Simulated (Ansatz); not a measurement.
**KMgF3 (Pm-3m): least direct gap against volume**

The cell of KMgF3 (Pm-3m) is scaled evenly and the response computed anew at each volume, on one mesh. The atoms keep their fractional positions.

Cell: a, b, c = 3.986, 3.986, 3.986 Å (primitive vectors), 5 atoms.

Method: Ansatz 0.2.0, r2SCAN, independent particles, k-mesh 6×6×6 with interpolation inside its cells, Gaussian parameter 0.1 eV.

Launch of the response step: `ansatz run input.yaml --threads 4 --pin off --max-ram 8192MiB --backend cpu --events-out ev --progress --plain --runs-dir out`. The series took 2.7 min in all, on 4 threads of Intel(R) Xeon(R) Processor @ 2.50GHz (Skylake/Cascade Lake), on a shared host.

```tsv
V/V₀	V (Å³, primitive cell)	least direct gap (eV)
0.94	59.53	9.087
0.96	60.79	8.912
0.98	62.06	8.744
1.00	63.33	8.583
1.02	64.59	?
1.04	65.86	8.281
1.06	67.13	8.139
```

For small changes the quantity should be close to linear in ln V.

Working, on the rows shown:

| x = ln(V/V₀) | y = least direct gap |
| --- | --- |
| -0.0618754 | 9.087 |
| -0.040822 | 8.912 |
| -0.0202027 | 8.744 |
| 0 | 8.583 |
| 0.0392207 | 8.281 |
| 0.0582689 | 8.139 |

Means: x̄ = -0.0042351, ȳ = 8.6243. Σ(x − x̄)(y − ȳ) = -0.08453, Σ(x − x̄)² = 0.01073. Slope = -0.08453 / 0.01073 = -7.879; intercept = ȳ − slope · x̄ = 8.591. The line misses the rows shown by at most 0.0085 eV.

Task: What does the fit predict for the withheld row, and how well does it do?

Result: At x = 0.019803 the line gives y = 8.4349 eV. The run gave 8.429 eV, so the interpolation is off by 0.0059 eV, 0.6 % of the range in the table.

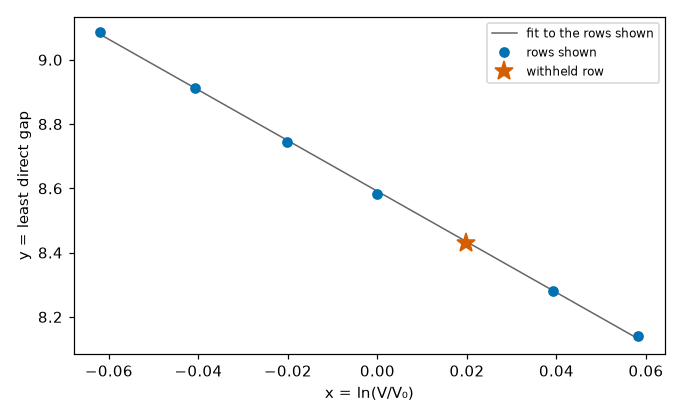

Between the rows on either side of x = 0 the slope is (8.429 − 8.744) / (0.019803 − (-0.020203)) = -7.874. That is a volume deformation potential of -7.9 eV: the least direct gap on this mesh widens by 79 meV for each per cent of compression. r2SCAN gaps are as a rule too small.

[Logs are printed without paths, hosts, clocks, repeated set-up lines and the standing remarks that a program may print on its own settings, such as how far it seeks lower states.]
